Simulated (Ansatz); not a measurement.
C2H9FN2Si: geometry relaxation (part 1 of 2)

C2H9FN2Si, SMILES CN(CN)[SiH2]F, computed with RKS B3LYP-D4/STO-3G (Ansatz 0.2.0).

It belongs to a series of runs on one base structure; here: start relaxed.

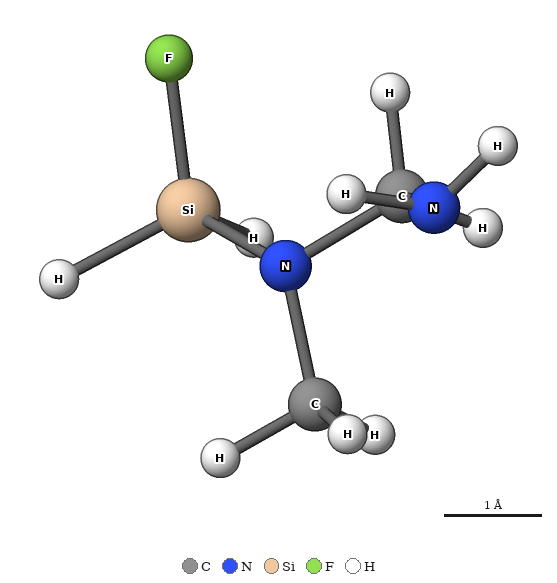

Fig. 1: The input geometry (ball-and-stick view, seen at a tilt). Bond lengths as drawn: C–H 1.07 to 1.14 Å, C–N 1.44 to 1.52 Å, F–Si 1.60 Å, H–N 0.96 to 1.02 Å, H–Si 1.47 to 1.53 Å and N–Si 1.73 Å.

Key numbers

```json
{"quantity": "outcome", "value": "converged"}
{"quantity": "total energy", "value": "−15599.8121 eV"}
{"quantity": "mean-field energy", "value": "−15599.3039 eV"}
{"quantity": "largest force (length of the vector) at the end", "value": "0.015 eV/Å"}
{"quantity": "hardware", "value": "1 thread of Arm Neoverse V1, 24 GiB of memory available, shared host"}
{"quantity": "wall time", "value": "43 s"}
{"quantity": "peak memory", "value": "0.14 GiB"}
```

The input
```yaml
crystal:
  periodic: [false, false, false]
  atoms:
    - { symbol: C, position_ang: [-0.9798, -0.6345, 1.0153] }
    - { symbol: "N", position_ang: [-0.219, 0.2509, 0.1082] }
    - { symbol: C, position_ang: [0.8957, -0.4995, -0.3964] }
    - { symbol: "N", position_ang: [1.8867, -0.7329, 0.7336] }
    - { symbol: Si, position_ang: [-1.0302, 1.3106, -0.9997] }
    - { symbol: F, position_ang: [0.0878, 2.1913, -1.7398] }
    - { symbol: H, position_ang: [-1.7955, -0.0015, 1.488] }
    - { symbol: H, position_ang: [-1.4634, -1.3987, 0.4522] }
    - { symbol: H, position_ang: [-0.4384, -0.996, 1.8691] }
    - { symbol: H, position_ang: [1.5018, 0.0685, -1.1045] }
    - { symbol: H, position_ang: [0.6215, -1.4453, -0.8339] }
    - { symbol: H, position_ang: [2.7397, -1.03, 0.403] }
    - { symbol: H, position_ang: [1.9085, 0.1805, 1.1796] }
    - { symbol: H, position_ang: [-1.9602, 2.2138, -0.1917] }
    - { symbol: H, position_ang: [-1.777, 0.4721, -1.9535] }
basis:
  gaussian: { orbitals: STO-3G }
hamiltonian:
  xc: b3lyp
  dispersion: d4
relax:
  f_tol: 0.02
  max_steps: 40
scf:
  lower_state_search: "off"
```

Run as:
```bash
ansatz run input.yaml --threads 1 --pin off --max-ram 2048MiB --backend cpu --events-out ev --progress --plain --runs-dir out
```

What the program printed
```
The last accepted step is kept in [file] (removed where the run ends without a failure and the disk answers)
Engine: ansatz 0.2.0, aarch64-unknown-linux-gnu
Functional definition: B3LYP
  parameter a0 = 0.2
  parameter ax = 0.72
  parameter ac = 0.81
  exchange = (1 - a0 - ax)*slater_x + ax*b88_x + a0*exact_x
  correlation = (1 - ac)*vwn_rpa_c + ac*lyp_c
these checks for a lower state are left out or cut short: stability, starts, cluster_reference, orbital_swaps, neighbouring_geometries, increment
638 factors; integrals over basis functions are off by at most 1.4e-5 eV
mean field evaluation 1: about -15595.6143 eV, gradient 2.9e1 eV
mean field evaluation 2: about -15596.1849 eV, gradient 2.7e1 eV
mean field evaluation 4: about -15598.3413 eV, gradient 5.0e-1 eV
mean field evaluation 8: about -15598.3006 eV, gradient 2.2e-2 eV
mean field -15598.30064519 eV, -573.2269758027 hartree, gradient 3.7e-6 eV, S^2 0.000000; 0 other end points of the search recorded, 0 dependent functions left out
the calculation of the forces begins
reference -15598.30086006 eV, -573.2269836991 hartree; 29, 29 occupied and 14, 14 virtual orbitals, 638 factors
relax step   1: F+E_penalty+E_count = -15598.82100108 eV  Δ(F+E_penalty+E_count) = +0.000e0 eV  max|allowed force component| = 6.138e0 eV/Å  Δτ_max = 0.0000 Å  (12 SCF iters, accepted)
these checks for a lower state are left out or cut short: stability, starts, cluster_reference, orbital_swaps, neighbouring_geometries, increment
638 factors; integrals over basis functions are off by at most 1.6e-5 eV
mean field evaluation 16: about -15599.2420 eV, gradient 1.7e-1 eV
mean field -15599.18408229 eV, -573.2594415174 hartree, gradient 3.2e-6 eV, S^2 0.000000; 0 other end points of the search recorded, 0 dependent functions left out
[... from here on the field's lines of each further geometry are left out, up to the last ...]
relax step   2: F+E_penalty+E_count = -15599.69667069 eV  Δ(F+E_penalty+E_count) = -8.757e-1 eV  max|allowed force component| = 1.690e0 eV/Å  Δτ_max = 0.1334 Å  (17 SCF iters, accepted)
relax step   3: F+E_penalty+E_count = -15599.78848681 eV  Δ(F+E_penalty+E_count) = -9.182e-2 eV  max|allowed force component| = 3.999e-1 eV/Å  Δτ_max = 0.1086 Å  (17 SCF iters, accepted)
relax step   4: F+E_penalty+E_count = -15599.80046097 eV  Δ(F+E_penalty+E_count) = -1.197e-2 eV  max|allowed force component| = 2.352e-1 eV/Å  Δτ_max = 0.0687 Å  (18 SCF iters, accepted)
relax step   5: F+E_penalty+E_count = -15599.80141262 eV  Δ(F+E_penalty+E_count) = -9.517e-4 eV  max|allowed force component| = 1.772e-1 eV/Å  Δτ_max = 0.0560 Å  (16 SCF iters, accepted)
relax step   6: F+E_penalty+E_count = -15599.80611192 eV  Δ(F+E_penalty+E_count) = -4.699e-3 eV  max|allowed force component| = 8.843e-2 eV/Å  Δτ_max = 0.0322 Å  (18 SCF iters, accepted)
relax step   7: F+E_penalty+E_count = -15599.80793540 eV  Δ(F+E_penalty+E_count) = -1.823e-3 eV  max|allowed force component| = 7.125e-2 eV/Å  Δτ_max = 0.0488 Å  (17 SCF iters, accepted)
relax step   8: F+E_penalty+E_count = -15599.80943321 eV  Δ(F+E_penalty+E_count) = -1.498e-3 eV  max|allowed force component| = 1.080e-1 eV/Å  Δτ_max = 0.0938 Å  (17 SCF iters, accepted)
relax step   9: F+E_penalty+E_count = -15599.81028525 eV  Δ(F+E_penalty+E_count) = -8.520e-4 eV  max|allowed force component| = 7.401e-2 eV/Å  Δτ_max = 0.0173 Å  (18 SCF iters, accepted)
relax step  10: F+E_penalty+E_count = -15599.81122279 eV  Δ(F+E_penalty+E_count) = -9.375e-4 eV  max|allowed force component| = 2.146e-2 eV/Å  Δτ_max = 0.0485 Å  (17 SCF iters, accepted)
relax step  11: F+E_penalty+E_count = -15599.81151487 eV  Δ(F+E_penalty+E_count) = -2.921e-4 eV  max|allowed force component| = 2.521e-2 eV/Å  Δτ_max = 0.0460 Å  (16 SCF iters, accepted)
relax step  12: F+E_penalty+E_count = -15599.81165230 eV  Δ(F+E_penalty+E_count) = -1.374e-4 eV  max|allowed force component| = 1.494e-2 eV/Å  Δτ_max = 0.0359 Å  (17 SCF iters, accepted)
the calculation of the forces begins
reference -15599.30376924 eV, -573.2638399318 hartree; 29, 29 occupied and 14, 14 virtual orbitals, 638 factors
relax step  13: F+E_penalty+E_count = -15599.81175492 eV  Δ(F+E_penalty+E_count) = -1.026e-4 eV  max|allowed force component| = 1.040e-2 eV/Å  Δτ_max = 0.0204 Å  (18 SCF iters, accepted)
these checks for a lower state are left out or cut short: stability, starts, cluster_reference, orbital_swaps, neighbouring_geometries, increment
638 factors; integrals over basis functions are off by at most 1.8e-5 eV
mean field -15599.30370938 eV, -573.2638377321 hartree, gradient 2.1e-6 eV, S^2 0.000000; 0 other end points of the search recorded, 0 dependent functions left out
the calculation of the forces begins
reference -15599.30391955 eV, -573.2638454554 hartree; 29, 29 occupied and 14, 14 virtual orbitals, 638 factors
relax step  14: F+E_penalty+E_count = -15599.81184835 eV  Δ(F+E_penalty+E_count) = -9.343e-5 eV  max|allowed force component| = 1.029e-2 eV/Å  Δτ_max = 0.0256 Å  (18 SCF iters, accepted)
```

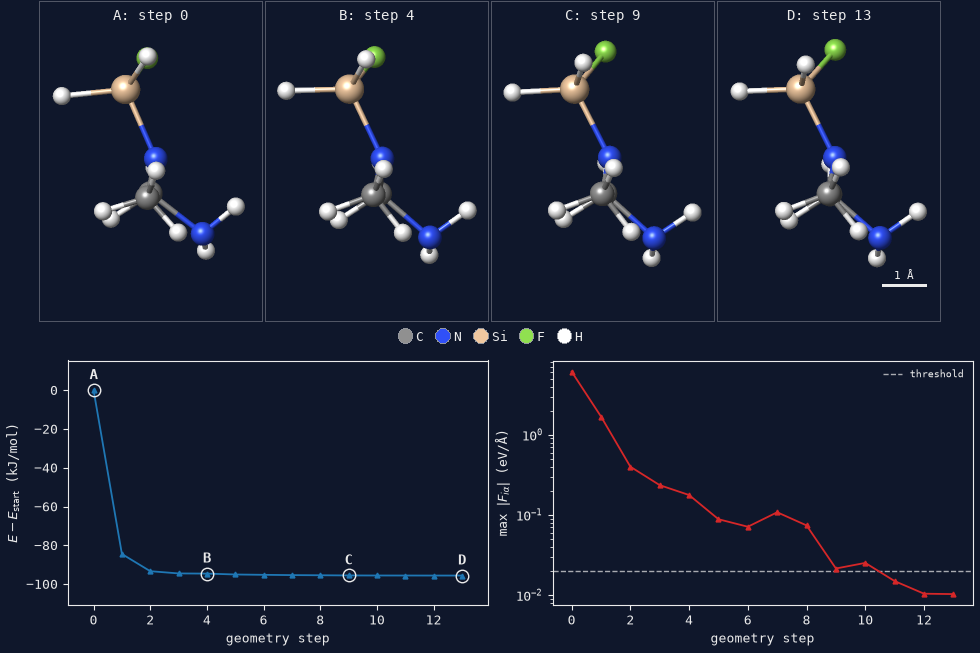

Fig. 2: Frames of the relaxation (ball-and-stick view, seen at an oblique angle) above the curves, on which the letters mark them (the first geometry is step 0 here and step 1 in the log).

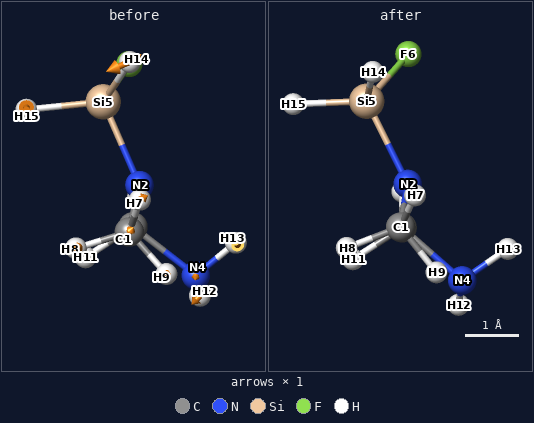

Fig. 3: Before (left) and after (right) the relaxation, at one scale (ball-and-stick view, seen at an oblique angle). The orange arrows give the displacements, at true length. The largest move after the best rigid fit is that of H14, 0.51 Å. Largest moves by element: H 0.51 Å, F 0.38 Å, C 0.16 Å, N 0.11 Å, Si 0.07 Å. Distances before and after: N4–H12 0.962 → 1.063 Å, Si5–H14 1.528 → 1.449 Å, N2–C3 1.435 → 1.489 Å, C1–H8 1.065 → 1.113 Å. Among the angles that change: N4–C3–H10 101.5° → 113.2°, H12–N4–H13 114.2° → 102.5°, C3–N4–H12 111.7° → 104.5°. The energy falls by 95.6 kJ/mol in 13 geometry steps. Largest force component: 6.1 eV/Å at the start, 0.01 eV/Å at the end. (Atoms are counted from 1 in the order of the input.)

```
Total energy: -15599.81205851 eV, -573.2825192179 hartree
Atom 0 at    -1.041548    -0.517470     1.093986 Å, force    -0.000364     0.004282     0.002901 eV/Å
Atom 1 at    -0.227880     0.280947     0.127179 Å, force    -0.008198    -0.001878    -0.007109 eV/Å
Atom 2 at     0.941250    -0.493142    -0.374726 Å, force     0.002804    -0.003806     0.004619 eV/Å
Atom 3 at     1.859179    -0.819857     0.798701 Å, force     0.006613     0.010288    -0.007889 eV/Å
Atom 4 at    -1.080523     1.287107    -1.042946 Å, force     0.009281    -0.008384     0.005567 eV/Å
Atom 5 at    -0.040393     2.467632    -1.503541 Å, force     0.000942     0.004414    -0.002458 eV/Å
Atom 6 at    -1.777029     0.139752     1.590653 Å, force    -0.000420    -0.001875     0.000572 eV/Å
Atom 7 at    -1.592642    -1.361267     0.622482 Å, force     0.001858     0.001329     0.000064 eV/Å
Atom 8 at    -0.365325    -0.942078     1.857083 Å, force    -0.002344    -0.000572    -0.000885 eV/Å
Atom 9 at     1.437303     0.121078    -1.164262 Å, force     0.000972    -0.001757     0.001017 eV/Å
Atom 10 at     0.664164    -1.473577    -0.834597 Å, force    -0.001161     0.003942    -0.000370 eV/Å
Atom 11 at     2.719127    -1.254092     0.349899 Å, force    -0.001505    -0.000469     0.003557 eV/Å
Atom 12 at     2.219523     0.126780     1.117713 Å, force    -0.003205    -0.007092     0.000013 eV/Å
Atom 13 at    -2.245871     1.822446    -0.367913 Å, force    -0.000585    -0.002684    -0.003160 eV/Å
Atom 14 at    -1.491135     0.565041    -2.240209 Å, force    -0.004687     0.004263     0.003561 eV/Å
Dipole moment:     0.007438     0.010371    -0.259001 e Å
Checks for a lower state left out: stability, starts, cluster_reference, orbital_swaps, neighbouring_geometries, increment
```

Trajectory as extended XYZ (Å, eV, eV/Å), 14 frames, from step=1 to step=14
```
15
Properties=species:S:1:pos:R:3:forces:R:3 step=1 energy=-15598.82100
C    -0.9798   -0.6345    1.0153   -2.4107   3.4229   0.8274
N    -0.2190    0.2509    0.1082    0.2522   0.4286   1.1163
C     0.8957   -0.4995   -0.3964    3.0029   0.2081   0.5033
N     1.8867   -0.7329    0.7336   -6.1381  -0.5171   1.9751
Si   -1.0302    1.3106   -0.9997   -2.4589   0.2839   1.0014
F     0.0878    2.1913   -1.7398    0.8683   0.5818  -0.6514
H    -1.7955   -0.0015    1.4880    0.5016  -0.6502  -0.5861
H    -1.4634   -1.3987    0.4522   -0.7179  -1.8469  -0.5235
H    -0.4384   -0.9960    1.8691    1.2490  -0.8049   0.4607
H     1.5018    0.0685   -1.1045   -0.4741   0.6841  -1.4071
H     0.6215   -1.4453   -0.8339   -0.2607  -1.4816  -0.6707
H     2.7397   -1.0300    0.4030    4.7446  -1.0315  -1.9230
H     1.9085    0.1805    1.1796    0.9154   1.2648   0.7601
H    -1.9602    2.2138   -0.1917    0.8636  -1.0519  -0.9023
H    -1.7770    0.4721   -1.9535    0.0626   0.5100   0.0199
15
Properties=species:S:1:pos:R:3:forces:R:3 step=2 energy=-15599.69667
C    -1.0374   -0.5872    1.0383   -0.1600   0.2021   0.1136
N    -0.2150    0.2488    0.1155   -0.2280   0.4052   0.4044
C     0.9525   -0.4842   -0.3939    0.8577  -0.2579   0.0346
N     1.8850   -0.7721    0.7797   -1.6898  -0.5169   0.0523
Si   -1.0469    1.3079   -1.0009   -0.9755  -0.2605  -0.0250
F     0.0770    2.2063   -1.7423    0.5562   0.3488  -0.3573
H    -1.8569    0.0110    1.4922    0.2560  -0.0211  -0.1689
H    -1.4977   -1.4475    0.5138   -0.0732  -0.2283   0.0630
H    -0.3925   -0.9690    1.8505   -0.0298  -0.0975  -0.0560
H     1.4352    0.1228   -1.2065   -0.1461   0.0206   0.1977
H     0.6844   -1.4669   -0.8380    0.0277  -0.2741  -0.1281
H     2.8028   -1.0790    0.4030    0.8100   0.2269  -0.2777
H     1.9862    0.1481    1.2650    0.6083   0.3806   0.0143
H    -1.9686    2.1345   -0.2475    0.0174  -0.0255   0.1031
H    -1.8299    0.5759   -1.9994    0.1690   0.0976   0.0298
15
Properties=species:S:1:pos:R:3:forces:R:3 step=3 energy=-15599.78849
C    -1.0654   -0.5883    1.0389    0.1426  -0.1761  -0.0081
N    -0.2300    0.2480    0.1245   -0.0241  -0.1260   0.1543
C     0.9586   -0.4924   -0.3723    0.0151   0.0738  -0.3999
N     1.8783   -0.7783    0.7999   -0.0765   0.0102   0.3264
Si   -1.0630    1.3050   -1.0071   -0.2100  -0.1888  -0.0584
F     0.0847    2.2058   -1.7364    0.2339   0.1496  -0.1284
H    -1.8551    0.0358    1.4903   -0.0315   0.0093   0.0564
H    -1.5494   -1.4579    0.5338    0.0181   0.1434   0.0092
H    -0.4181   -0.9966    1.8396   -0.0925   0.0736  -0.0363
H     1.4271    0.1428   -1.1703   -0.0275  -0.0918   0.1426
H     0.7153   -1.4840   -0.8358    0.0085   0.1084   0.0621
H     2.8031   -1.0738    0.3748    0.0569   0.0794  -0.0345
H     2.0787    0.1794    1.2176    0.0951  -0.1460  -0.1551
H    -1.9752    2.1163   -0.2352   -0.1208   0.0540   0.0715
H    -1.8116    0.5873   -2.0328    0.0127   0.0271  -0.0018
```
